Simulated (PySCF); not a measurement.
**C₆H₉BO: a tour of settings**

Aim: see how C₆H₉BO (`CB(C)c1ccco1`) answers to the choice of functional, basis, grid and SCF options, and what happens with inputs that are wrong on purpose.

The runs use PySCF 2.14.0, with density-fitted response routines of our own; the level of theory stands in each step. All values are computed, except where a source is named. Atoms are numbered from 0 throughout.

**1. The molecule as given**

17 atoms, charge 0, multiplicity 1; geometry from: GFN2-xTB.

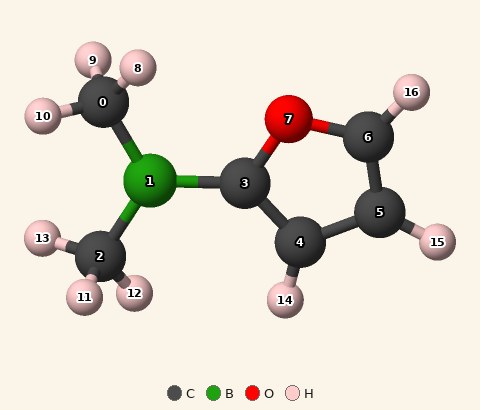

The starting geometry (carbon dark grey, boron green, oxygen red, hydrogen pink), atoms numbered.

**2. Excited states and response: HF/def2-SVP**

The job: settings as JSON, then the geometry in Å.

```
{"job": {"kind": "uv", "xc": "HF", "basis": "def2-SVP", "nstates": 12, "ntriplets": 2, "tda": false, "scf": {"conv": 1e-11}, "grid": 1}, "charge": 0, "multiplicity": 1}
C     -1.604346     1.601035    -0.258984
B     -0.993986     0.165793    -0.020443
C     -1.941976    -1.077853     0.192420
C      0.532323    -0.019726     0.003966
C      1.317119    -1.148297     0.154664
C      2.660620    -0.739310     0.096895
C      2.620410     0.613994    -0.086971
O      1.366237     1.051113    -0.142698
H     -0.944510     2.408101     0.049723
H     -1.777624     1.737068    -1.327591
H     -2.568550     1.740176     0.225214
H     -2.191702    -1.154926     1.251183
H     -1.496027    -2.027016    -0.091715
H     -2.887551    -0.976160    -0.335259
H      0.961639    -2.149410     0.291498
H      3.535883    -1.351610     0.178845
H      3.405042     1.339059    -0.190658
```

With the program's defaults for keys left out, this is: TDDFT HF/def2-SVP, vertical, gas phase, core orbitals frozen in the response.

Started as:

```
$ OMP_NUM_THREADS=1 python probes_run.py task.json out
```

This one command runs all jobs of the session in turn.

The log of the run:

```text
final grid: 63688 points
cycle   1  E = -331.6391194456  dE =  2.141e+00  |g| = 5.607e-01  |ddm| = 4.141e+00
cycle   2  E = -331.7323487819  dE = -9.323e-02  |g| = 2.272e-01  |ddm| = 7.910e-01
cycle   3  E = -331.7439112299  dE = -1.156e-02  |g| = 9.519e-02  |ddm| = 2.987e-01
cycle   4  E = -331.7462355788  dE = -2.324e-03  |g| = 1.923e-02  |ddm| = 1.219e-01
cycle   5  E = -331.7463494618  dE = -1.139e-04  |g| = 5.636e-03  |ddm| = 2.720e-02
cycle   6  E = -331.7463648074  dE = -1.535e-05  |g| = 1.643e-03  |ddm| = 1.008e-02
cycle   7  E = -331.7463676115  dE = -2.804e-06  |g| = 8.599e-04  |ddm| = 4.332e-03
cycle   8  E = -331.7463682503  dE = -6.388e-07  |g| = 3.048e-04  |ddm| = 2.125e-03
cycle   9  E = -331.7463683815  dE = -1.312e-07  |g| = 1.111e-04  |ddm| = 1.132e-03
cycle  10  E = -331.7463683913  dE = -9.835e-09  |g| = 4.058e-05  |ddm| = 3.000e-04
cycle  11  E = -331.7463683926  dE = -1.240e-09  |g| = 1.627e-05  |ddm| = 8.859e-05
cycle  12  E = -331.7463683928  dE = -2.290e-10  |g| = 5.361e-06  |ddm| = 4.561e-05
cycle  13  E = -331.7463683929  dE = -3.388e-11  |g| = 3.178e-06  |ddm| = 1.442e-05
cycle  14  E = -331.7463683929  dE = -5.684e-12  |g| = 1.007e-06  |ddm| = 8.959e-06
converged SCF energy = -331.7463683929

Static polarisability (au): isotropic 73.463, principal 46.799 74.255 99.334

Singlet excitations
state   eV       nm        f      main configurations
  1   5.4571    227.2   0.37179   H->L 0.92
  2   7.2704    170.5   0.00071   H-2->L 0.79
  3   7.4555    166.3   0.04297   H-1->L 0.81
  4   7.6600    161.9   0.00189   H-3->L 0.78
  5   8.1583    152.0   0.28727   H->L+2 0.82, H-1->L 0.09
  6   8.7812    141.2   0.00206   H->L+3 0.46, H->L+1 0.35
  7   9.2652    133.8   0.01450   H->L+1 0.28, H->L+3 0.24, H->L+4 0.15
  8   9.4511    131.2   0.00578   H-6->L 0.48, H-8->L 0.12, H-6->L+2 0.11
  9   9.7744    126.8   0.15403   H-1->L+2 0.32, H->L+7 0.15, H->L+8 0.14
 10   9.8346    126.1   0.03530   H->L+5 0.42, H->L+4 0.12, H->L+1 0.10
 11  10.0012    124.0   0.03447   H->L+4 0.22, H->L+5 0.14, H-1->L+3 0.10
 12  10.0906    122.9   0.11322   H-1->L+2 0.31, H->L+8 0.25, H->L+7 0.14

Triplet excitations (Tamm-Dancoff, eV): 2.9575 4.9485
```

Wall time 15 s (1 thread of Intel Xeon 6975P-C, shared host); peak memory 0.67 GiB.

The orbitals next to the gap, with their largest atomic shares:

| orbital | eV | atoms |
| --- | --- | --- |
| HOMO−3 | -12.67 | B1 24 %, C2 21 %, C3 18 % |
| HOMO−2 | -12.13 | C0 32 %, B1 28 %, C2 20 % |
| HOMO−1 | -10.90 | C5 35 %, C4 33 %, O7 23 % |
| HOMO | -8.75 | C3 36 %, C6 30 %, C5 14 % |
| LUMO | 2.37 | B1 42 %, C4 18 %, C6 14 % |
| LUMO+1 | 4.78 | B1 14 %, H11 14 %, H9 11 % |
| LUMO+2 | 5.42 | C5 31 %, C6 31 %, B1 12 % |

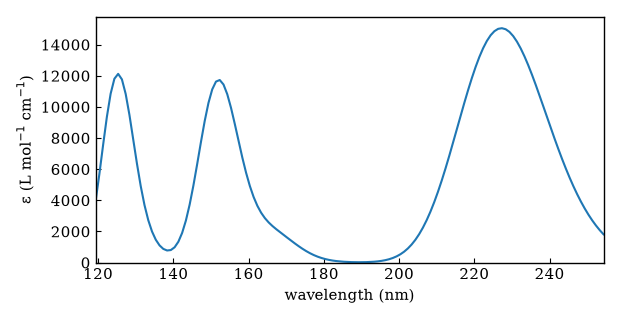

Absorption spectrum: each of the 12 states is a Gaussian band of 0.4 eV half-width at 1/e. Beyond the last state computed it falls off for lack of states.

Further results of this job:

| property | computed |
| --- | --- |
| dipole moment (D) | 1.33 |
| polarisability (Å³) | 10.89 |
| HOMO–LUMO gap (eV) | 11.13 |
| −ε(HOMO) (eV) | 8.75 |

**3. J couplings: SCAN/3-21G**

The job, as its differences from that of step 2:

```diff
@@ -1,2 +1,2 @@
-{"job": {"kind": "uv", "xc": "HF", "basis": "def2-SVP", "nstates": 12, "ntriplets": 2, "tda": false, "scf": {"conv": 1e-11}, "grid": 1}, "charge": 0, "multiplicity": 1}
+{"job": {"kind": "j", "xc": "SCAN", "basis": "3-21G", "scf": {"guess": "1e", "max_cycle": 95}}, "charge": 0, "multiplicity": 1}
 C     -1.604346     1.601035    -0.258984
```

Method: SCAN/3-21G.

The log of the run:

```text
NotImplementedError: meta-GGA kernel
```

Wall time 13 s (1 thread of Intel Xeon 6975P-C, shared host); peak memory 0.47 GiB.

Why it failed: This response code has no terms for the kinetic-energy density, so it refuses meta-GGA functionals here. Cure: take a GGA or a hybrid, or another code.

**4. NMR shieldings: wB97X-D/pcSseg-1 in tetrahydrofuran**

The job, as its differences from that of step 3:

```diff
@@ -1,2 +1,2 @@
-{"job": {"kind": "j", "xc": "SCAN", "basis": "3-21G", "scf": {"guess": "1e", "max_cycle": 95}}, "charge": 0, "multiplicity": 1}
+{"job": {"kind": "nmr", "xc": "wB97X-D", "basis": "pcSseg-1", "solvent": "tetrahydrofuran", "pop": false, "scf": {"conv": 1e-07}, "grid": 3}, "charge": 0, "multiplicity": 1}
 C     -1.604346     1.601035    -0.258984
```

Method: GIAO wB97X-D/pcSseg-1 NMR shielding, non-relativistic, IEF-PCM tetrahydrofuran.

The log of the run:

```text
final grid: 201112 points
cycle   1  E = -333.9207465520  dE =  1.567e+00  |g| = 5.067e-01  |ddm| = 3.630e+00
cycle   2  E = -333.9412258489  dE = -2.048e-02  |g| = 4.784e-01  |ddm| = 6.336e-01
cycle   3  E = -333.9813464594  dE = -4.012e-02  |g| = 8.162e-02  |ddm| = 2.807e-01
cycle   4  E = -333.9824670364  dE = -1.121e-03  |g| = 3.561e-02  |ddm| = 7.239e-02
cycle   5  E = -333.9827536602  dE = -2.866e-04  |g| = 6.979e-03  |ddm| = 3.505e-02
cycle   6  E = -333.9827680348  dE = -1.437e-05  |g| = 2.278e-03  |ddm| = 9.176e-03
cycle   7  E = -333.9827701388  dE = -2.104e-06  |g| = 7.385e-04  |ddm| = 3.129e-03
cycle   8  E = -333.9827705696  dE = -4.308e-07  |g| = 2.268e-04  |ddm| = 1.745e-03
cycle   9  E = -333.9827706148  dE = -4.519e-08  |g| = 1.088e-04  |ddm| = 5.125e-04
converged SCF energy = -333.9827706148

GIAO shielding tensors (ppm)
atom      isotropic    diamagn.    paramagn.     s11        s22        s33       span
  0 C      178.463     253.446     -74.983    161.114    182.949    191.326     30.213
  1 B       36.711     188.054    -151.342    -29.052     19.026    120.160    149.213
  2 C      178.339     254.270     -75.931    162.448    181.764    190.805     28.357
  3 C       16.909     255.931    -239.022    -64.634     17.055     98.305    162.939
  4 C       49.348     255.495    -206.146    -49.809     36.124    161.730    211.538
  5 C       67.605     259.071    -191.466    -21.997     63.026    161.785    183.783
  6 C       28.617     250.939    -222.322    -58.599     36.892    107.556    166.155
  7 O       20.318     399.542    -379.224   -142.307    -65.430    268.692    410.999
  8 H       30.309      32.089      -1.780     24.913     30.026     35.988     11.076
  9 H       31.090      30.174       0.915     27.118     29.070     37.080      9.963
 10 H       30.901      30.128       0.772     26.530     30.105     36.067      9.537
 11 H       31.026      30.553       0.474     27.157     28.997     36.925      9.769
 12 H       30.597      32.924      -2.327     25.350     30.209     36.233     10.884
 13 H       30.825      30.342       0.483     26.429     30.065     35.981      9.552
 14 H       23.844      33.426      -9.582     21.452     22.643     27.438      5.986
 15 H       24.753      31.175      -6.421     22.733     25.731     25.797      3.063
 16 H       23.684      29.183      -5.498     20.575     24.930     25.547      4.972
```

Run time: 35 s. Hardware: 1 thread of Intel Xeon 6975P-C, shared host; peak memory 1 GiB.

The references, computed at this level on geometries of the same kind, shield at (ppm): ¹H TMS 31.81, ¹³C TMS 187.8. Their shielding less the atom's gives the shift. The references are single molecules in the same continuum. Atoms listed in one row are averaged.

| atoms | environment | σ (ppm) | δ (ppm) |
| --- | --- | --- | --- |
| C3 | substituted aromatic carbon next to the ring oxygen | 16.9 | 170.9 |
| C6 | aromatic CH next to the ring oxygen | 28.6 | 159.2 |
| C4 | aromatic CH | 49.3 | 138.5 |
| C5 | aromatic CH | 67.6 | 120.2 |
| C0, C2 | methyl carbon bonded to B | 178.4 | 9.4 |
| H16 | hydrogen on an aromatic CH next to the ring oxygen | 23.68 | 8.13 |
| H14 | hydrogen on an aromatic CH | 23.84 | 7.97 |
| H15 | hydrogen on an aromatic CH | 24.75 | 7.06 |
| H8, H9, H10, H11, H12, H13 | hydrogen on a methyl carbon bonded to B | 30.79 | 1.02 |
| B1 | boron bonded to 3 C | 36.7 | – |
| O7 | aromatic ring oxygen | 20.3 | – |

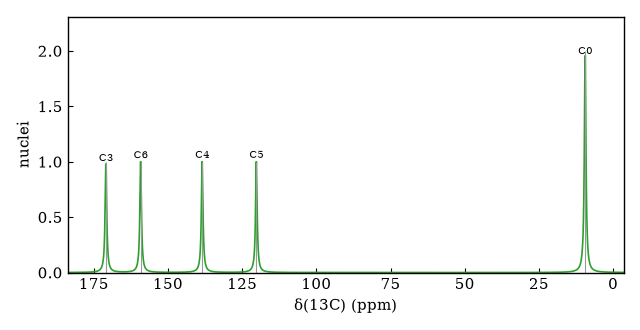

¹³C lines at the computed shifts, without couplings. Lines are broadened to a width of 0.65 ppm (Lorentzian).

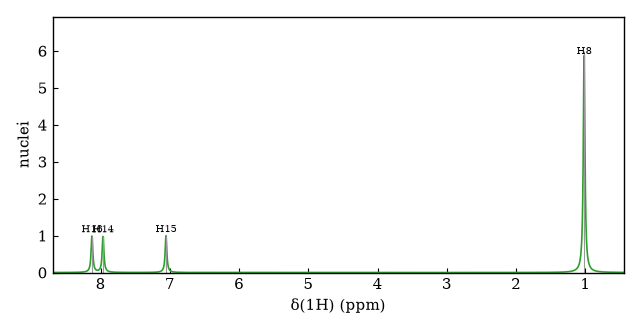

¹H lines at the computed shifts, without couplings. Lines are broadened to a width of 0.03 ppm (Lorentzian).

Ring of atoms C3, C4, C5, C6, O7: NICS(0) -10.3, NICS(1) -10.5, NICS(1)zz -27.0 ppm (means of both faces).

**5. NMR shieldings: PBE0/3-21G in methanol**

The job, as its differences from that of step 4:

```diff
@@ -1,2 +1,2 @@
-{"job": {"kind": "nmr", "xc": "wB97X-D", "basis": "pcSseg-1", "solvent": "tetrahydrofuran", "pop": false, "scf": {"conv": 1e-07}, "grid": 3}, "charge": 0, "multiplicity": 1}
+{"job": {"kind": "nmr", "xc": "PBE0", "basis": "3-21G", "solvent": "methanol", "pop": true, "scf": {"aux": "def2-universal-jkfit"}}, "charge": 0, "multiplicity": 1}
 C     -1.604346     1.601035    -0.258984
```

Method: GIAO PBE0/3-21G NMR shielding, non-relativistic, IEF-PCM methanol.

The log of the run:

```text
final grid: 138016 points
cycle   1  E = -331.8494857887  dE =  1.118e+00  |g| = 4.789e-01  |ddm| = 4.158e+00
cycle   2  E = -331.8407099352  dE =  8.776e-03  |g| = 5.408e-01  |ddm| = 9.499e-01
cycle   3  E = -331.9048759796  dE = -6.417e-02  |g| = 8.264e-02  |ddm| = 4.921e-01
cycle   4  E = -331.9060432514  dE = -1.167e-03  |g| = 3.618e-02  |ddm| = 9.512e-02
cycle   5  E = -331.9063044609  dE = -2.612e-04  |g| = 8.613e-03  |ddm| = 4.147e-02
cycle   6  E = -331.9063229693  dE = -1.851e-05  |g| = 2.070e-03  |ddm| = 1.075e-02
cycle   7  E = -331.9063240260  dE = -1.057e-06  |g| = 5.931e-04  |ddm| = 2.833e-03
cycle   8  E = -331.9063241163  dE = -9.038e-08  |g| = 1.705e-04  |ddm| = 8.162e-04
cycle   9  E = -331.9063241233  dE = -6.995e-09  |g| = 4.755e-05  |ddm| = 2.038e-04
cycle  10  E = -331.9063241239  dE = -6.042e-10  |g| = 9.874e-06  |ddm| = 7.815e-05
converged SCF energy = -331.9063241239

GIAO shielding tensors (ppm)
atom      isotropic    diamagn.    paramagn.     s11        s22        s33       span
  0 C      198.004     252.376     -54.372    182.448    202.404    209.161     26.713
  1 B       66.385     179.632    -113.247      8.449     50.902    139.805    131.357
  2 C      198.034     252.656     -54.622    183.721    201.869    208.511     24.790
  3 C       61.573     250.692    -189.118     -2.903     62.104    125.519    128.422
  4 C       92.481     256.613    -164.132     17.299     77.023    183.120    165.821
  5 C      106.048     264.054    -158.006     37.642     96.092    184.408    146.766
  6 C       73.516     256.534    -183.018      6.507     76.371    137.672    131.165
  7 O       75.598     399.920    -324.322    -84.082     14.568    296.309    380.390
  8 H       31.570      31.250       0.320     26.321     31.229     37.160     10.839
  9 H       32.327      30.363       1.964     28.514     30.236     38.231      9.717
 10 H       32.027      30.997       1.031     27.899     30.927     37.256      9.357
 11 H       32.219      30.593       1.626     28.531     30.061     38.065      9.534
 12 H       31.720      31.812      -0.092     26.672     31.250     37.238     10.566
 13 H       31.925      31.104       0.821     27.743     30.894     37.138      9.395
 14 H       25.378      31.984      -6.606     22.699     25.531     27.905      5.206
 15 H       26.233      31.249      -5.016     24.295     26.025     28.379      4.083
 16 H       24.993      29.278      -4.285     22.688     25.006     27.285      4.597
```

Run time: 9.6 s. Hardware: 1 thread of Intel Xeon 6975P-C, shared host; peak memory 0.75 GiB.

In short: σ C3 61.6, C6 73.5, C4 92.5, C5 106.0, H16 24.99, H14 25.38 ppm.

**6. Shielding tensors: LC-wPBE/pcSseg-1 in dichloromethane**

The job, as its differences from that of step 5:

```diff
@@ -1,2 +1,2 @@
-{"job": {"kind": "nmr", "xc": "PBE0", "basis": "3-21G", "solvent": "methanol", "pop": true, "scf": {"aux": "def2-universal-jkfit"}}, "charge": 0, "multiplicity": 1}
+{"job": {"kind": "nmr", "xc": "LC-wPBE", "basis": "pcSseg-1", "solvent": "dichloromethane", "pop": true, "scf": {"guess": "atom"}}, "charge": 0, "multiplicity": 1}
 C     -1.604346     1.601035    -0.258984
```

Level: GIAO LC-wPBE/pcSseg-1 NMR shielding, non-relativistic, IEF-PCM dichloromethane.

The log of the run:

```text
final grid: 138016 points
cycle   1  E = -333.6805862717  dE =  3.307e+00  |g| = 8.793e-01  |ddm| = 3.794e+00
cycle   2  E = -333.8078813648  dE = -1.273e-01  |g| = 5.296e-01  |ddm| = 1.085e+00
cycle   3  E = -333.8691359512  dE = -6.125e-02  |g| = 8.073e-02  |ddm| = 3.782e-01
cycle   4  E = -333.8703216494  dE = -1.186e-03  |g| = 4.518e-02  |ddm| = 8.847e-02
cycle   5  E = -333.8707025207  dE = -3.809e-04  |g| = 1.001e-02  |ddm| = 4.299e-02
cycle   6  E = -333.8707265102  dE = -2.399e-05  |g| = 3.084e-03  |ddm| = 1.216e-02
cycle   7  E = -333.8707301251  dE = -3.615e-06  |g| = 1.027e-03  |ddm| = 4.259e-03
cycle   8  E = -333.8707309069  dE = -7.819e-07  |g| = 3.015e-04  |ddm| = 2.380e-03
cycle   9  E = -333.8707310152  dE = -1.083e-07  |g| = 1.403e-04  |ddm| = 7.791e-04
cycle  10  E = -333.8707310358  dE = -2.062e-08  |g| = 4.964e-05  |ddm| = 3.504e-04
cycle  11  E = -333.8707310391  dE = -3.292e-09  |g| = 2.496e-05  |ddm| = 1.721e-04
cycle  12  E = -333.8707310395  dE = -3.153e-10  |g| = 6.042e-06  |ddm| = 5.257e-05
converged SCF energy = -333.8707310395

GIAO shielding tensors (ppm)
atom      isotropic    diamagn.    paramagn.     s11        s22        s33       span
  0 C      181.348     253.525     -72.177    162.671    186.584    194.788     32.117
  1 B       30.174     187.004    -156.830    -41.114      8.086    123.549    164.663
  2 C      181.213     254.375     -73.162    163.931    185.773    193.936     30.005
  3 C       17.923     256.426    -238.503    -65.411     18.185    100.996    166.407
  4 C       49.067     254.723    -205.657    -53.696     35.296    165.600    219.296
  5 C       68.676     258.856    -190.180    -24.392     64.636    165.785    190.177
  6 C       28.501     250.795    -222.294    -63.319     38.015    110.806    174.126
  7 O       26.761     398.987    -372.226   -136.752    -57.262    274.298    411.050
  8 H       30.195      31.928      -1.733     24.693     29.906     35.986     11.293
  9 H       31.002      29.992       1.009     26.854     28.949     37.201     10.347
 10 H       30.749      30.011       0.738     26.243     29.959     36.046      9.803
 11 H       30.939      30.404       0.535     26.899     28.870     37.048     10.149
 12 H       30.449      32.832      -2.383     25.109     30.031     36.206     11.098
 13 H       30.677      30.250       0.427     26.153     29.917     35.962      9.809
 14 H       23.688      33.296      -9.609     21.214     22.541     27.307      6.093
 15 H       24.634      31.267      -6.633     22.513     25.593     25.795      3.282
 16 H       23.588      29.152      -5.564     20.366     24.870     25.528      5.162
```

It took 32 s on 1 thread of Intel Xeon 6975P-C, shared host; peak memory 1.1 GiB.

Key values: δ C3 173.9, C6 163.3, C4 142.7, C5 123.1, H16 8.17, H14 8.07 ppm.

**7. Run by run: NMR shifts**

Isotropic shieldings (ppm) of some atoms, chosen among heavy atoms and hydrogens apart, with basis size and wall time:

| run | C3 | C6 | C4 | C5 | H14 | H15 | O7 | functions | time |
| --- | --- | --- | --- | --- | --- | --- | --- | --- | --- |
| wB97X-D/pcSseg-1 in tetrahydrofuran | 16.9 | 28.6 | 49.3 | 67.6 | 23.84 | 24.75 | 20.3 | 181 | 35 s |
| PBE0/3-21G in methanol | 61.6 | 73.5 | 92.5 | 106.0 | 25.38 | 26.23 | 75.6 | 90 | 9.6 s |
| LC-wPBE/pcSseg-1 in dichloromethane | 17.9 | 28.5 | 49.1 | 68.7 | 23.69 | 24.63 | 26.8 | 181 | 32 s |

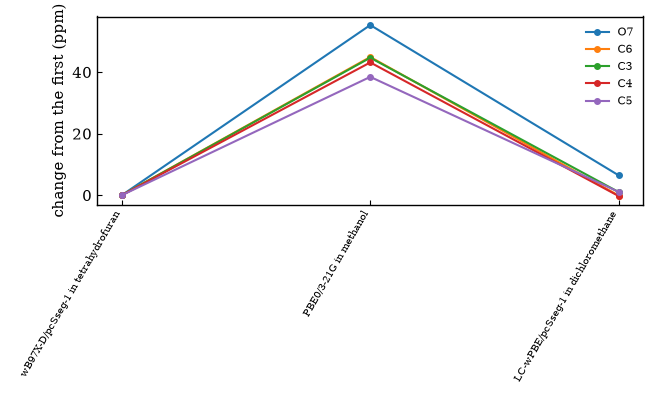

How five of the tabulated atoms move from run to run.

**8. Results**

| quantity | value |
| --- | --- |
| lowest singlet (HF/def2-SVP) | 5.46 eV (227 nm), f = 0.372 |
| lowest triplet | 2.96 eV |
| ¹³C shifts against TMS (wB97X-D/pcSseg-1, tetrahydrofuran, means over atoms taken as alike) | 170.9, 159.2, 138.5, 120.2, 9.4 ppm |
| ¹H shifts against TMS (wB97X-D/pcSseg-1, tetrahydrofuran, means over atoms taken as alike) | 8.13, 7.97, 7.06, 1.02 ppm |
| shieldings of B, O (wB97X-D/pcSseg-1, tetrahydrofuran) | B1 36.7, O7 20.3 ppm |
| range of the shielding of O7 | 20.3 to 75.6 ppm |
| property runs in this session | 5, of which 1 failed and 0 gave unsound results |

What this shows: Single values in the summary come from the first run of each kind that ended normally (HF/def2-SVP; wB97X-D/pcSseg-1), which need not be the best level. The first singlet state (HOMO→LUMO 0.92) lies at 5.46 eV and is bright. The lowest triplet lies 2.50 eV below the lowest singlet (triplets in Tamm-Dancoff, singlets in full TDDFT). At wB97X-D/pcSseg-1: The largest span, 411 ppm, is at O7, where the paramagnetic term is -379 ppm. NICS(1)zz of -27 ppm above the planar ring from C3 marks a diatropic (aromatic) ring current. Across the 3 runs the shielding of O7 moves most, between 20.3 (wB97X-D/pcSseg-1 in tetrahydrofuran) and 75.6 ppm (PBE0/3-21G in methanol).
